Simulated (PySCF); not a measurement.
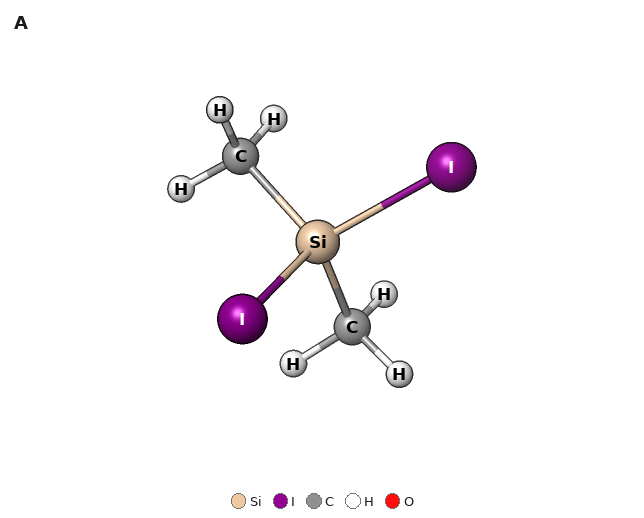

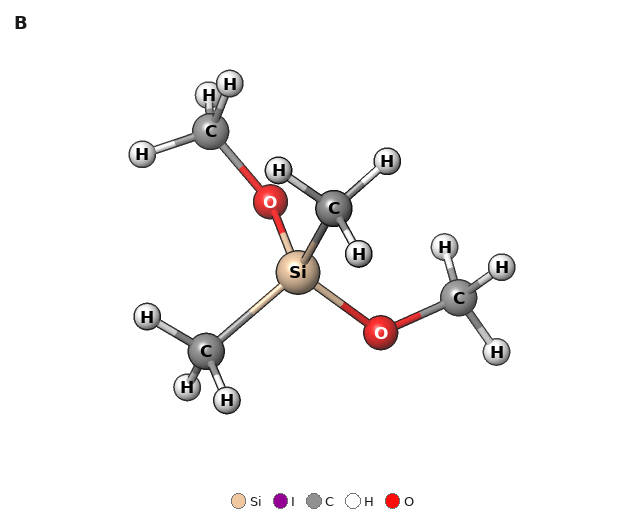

Two related species, optimised with PBE0-D3(BJ)/def2-SVP; properties computed with PySCF 2.14.0. Both: charge 0, singlet.

### What are A and B?

A is SiI2Me2 (C[Si](C)(I)I), B is Si(OMe)2Me2 (CO[Si](C)(C)OC).

Compare them. With PBE0/def2-SVPD, core potentials on I: dipole moment (D), HOMO–LUMO gap (eV), HOMO energy (Kohn–Sham orbital) (eV), lowest vertical singlet excitation (eV), mean static polarisability (bohr³). With PBE0-D3(BJ)/def2-SVP: mean Si–C length (Å).

```
                               quantity      A      B
                      dipole moment (D)   2.34   1.60
                     HOMO–LUMO gap (eV)   6.31   8.13
   HOMO energy (Kohn–Sham orbital) (eV)  −7.37  −7.69
lowest vertical singlet excitation (eV)   5.16   7.03
     mean static polarisability (bohr³)  123.1   81.8
                   mean Si–C length (Å)  1.866  1.865
```

Each is one conformer, and no frequency run is at hand to confirm it as a minimum.
